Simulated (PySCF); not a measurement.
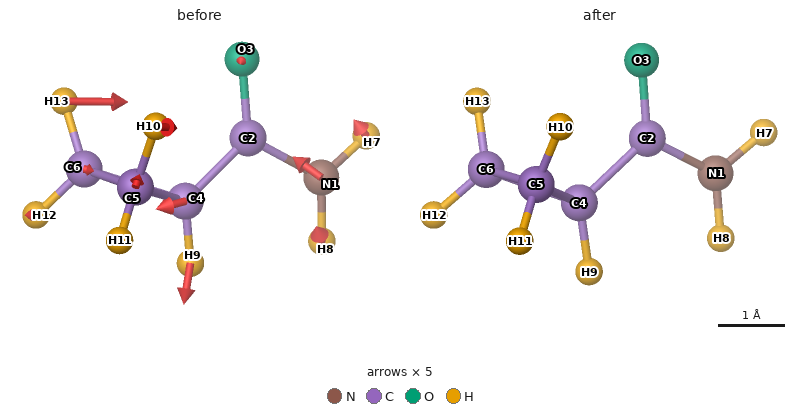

The structure of C₄H₇NO before (left) and after (right) a relaxation, at one scale. The red arrows give the displacements, magnified 5 times.

A ball-and-stick model, seen at a tilt.

The start comes from MMFF94s. Its atoms were then displaced at random by about 0.03 Å.

All numbers below come from PySCF, PBE0-D3(BJ)/def2-SVP geometry optimisation, gas phase. 

What changed between the two?

Over 11 geometry steps the energy falls by 0.965 eV. H13 moves most after the best rigid fit: 0.20 Å. By element the largest moves are H 0.20 Å, N 0.11 Å, C 0.11 Å, O 0.02 Å. Some distances before and after: C4–H9 0.978 → 1.094 Å, C4–C6 1.618 → 1.507 Å, C4–C5 1.606 → 1.509 Å, C2–C4 1.416 → 1.496 Å. Among the angles between lasting bonds that change: C4–C6–H13 122.0° → 115.3°, C5–C4–H9 112.2° → 117.3°, C2–C4–H9 122.3° → 117.2°.
